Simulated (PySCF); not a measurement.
```yaml
atoms:
  - { symbol: F, position_ang: [0.4474, -0.0765, 0.0748] }
  - { symbol: H, position_ang: [-0.4419, 0.0791, -0.1031] }
```

Geometry: PBE0-D3(BJ)/def2-SVP.

Computed with PySCF 2.14.0, density-fitted response routines, DFT single point, gas phase, functional B3LYP.

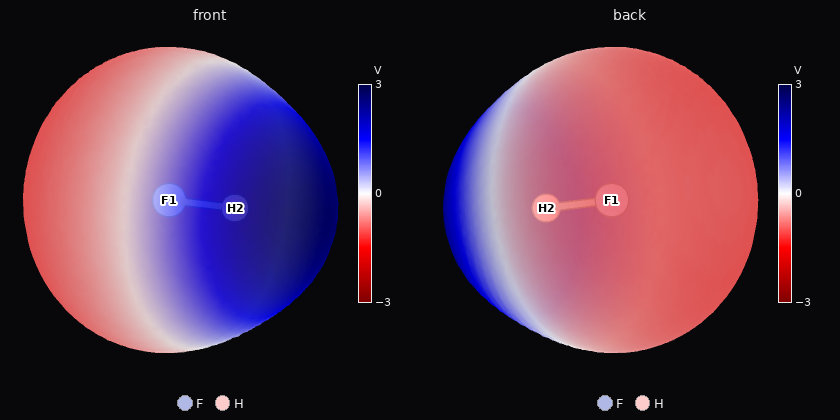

HF (hydrogen fluoride). The electrostatic potential painted on the density surface at 0.001 e/bohr³, seen from the front and from behind; the colour scale runs from red (negative) to blue (positive).

Question: Which sites attract a positive test charge, and which a negative one?

Answer: A positive charge is drawn to the negative regions and a negative charge to the positive ones. The most negative region (about −1.0 V, or −23 kcal/mol for a unit charge) lies over F1, the most positive (about +2.9 V, or +67 kcal/mol for a unit charge) over H2.

Question: How polar is the molecule by this calculation?

Answer: Its dipole moment is 1.94 D.
